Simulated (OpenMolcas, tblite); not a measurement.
## A ladder of methods for CHFGaN (SMILES N#[C][GaH][F])

The species is CHFGaN (5 atoms), meant as a singlet with charge 0. As SMILES, `N#[C][GaH][F]`. The coordinates come from a PBE0-D4/def2-TZVP relaxation.

| atom | x (Å) | y (Å) | z (Å) |
| --- | --- | --- | --- |
| N | 1.2140 | -1.6572 | 1.2660 |
| C | 0.6410 | -0.8647 | 0.6563 |
| Ga | -0.2597 | 0.5190 | -0.3455 |
| F | -1.7247 | -0.0535 | -1.0926 |
| H | 0.1792 | 1.9827 | -0.5256 |

Each level gives the electronic atomisation energy (eV). The values are calculated. Electronic energies at fixed atoms, without zero-point motion or spin-orbit coupling.

```json
{"level": "GFN2-xTB", "kind": "semi-empirical", "program": "tblite", "value (eV)": "21.35", "less CCSD(T)/cc-pVDZ": "+3.41"}
{"level": "HF/cc-pVDZ", "kind": "Hartree–Fock", "program": "OpenMolcas", "value (eV)": "12.48", "less CCSD(T)/cc-pVDZ": "-5.46"}
{"level": "SVWN5/cc-pVDZ", "kind": "LDA", "program": "OpenMolcas", "value (eV)": "22.66", "less CCSD(T)/cc-pVDZ": "+4.72"}
{"level": "BLYP/cc-pVDZ", "kind": "GGA", "program": "OpenMolcas", "value (eV)": "19.39", "less CCSD(T)/cc-pVDZ": "+1.45"}
{"level": "TPSS/cc-pVDZ", "kind": "meta-GGA", "program": "OpenMolcas", "value (eV)": "19.45", "less CCSD(T)/cc-pVDZ": "+1.51"}
{"level": "M06-2X/cc-pVDZ", "kind": "hybrid meta-GGA", "program": "OpenMolcas", "value (eV)": "19.30", "less CCSD(T)/cc-pVDZ": "+1.36"}
{"level": "CCSD(T)/cc-pVDZ", "kind": "coupled cluster or CI", "program": "OpenMolcas", "value (eV)": "17.94", "less CCSD(T)/cc-pVDZ": "0.00"}
```

Differences are taken from CCSD(T)/cc-pVDZ for orientation; it has basis-set and higher-order errors of its own. All-electron rows without a relativistic Hamiltonian named are non-relativistic. The values span 12.48 to 22.66 eV. In the correlated wave-function rows the outer d shell of Ga is correlated, in sets not made for it.

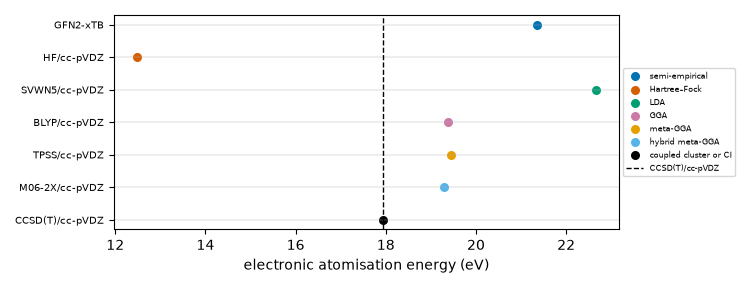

The values of the table, level by level.
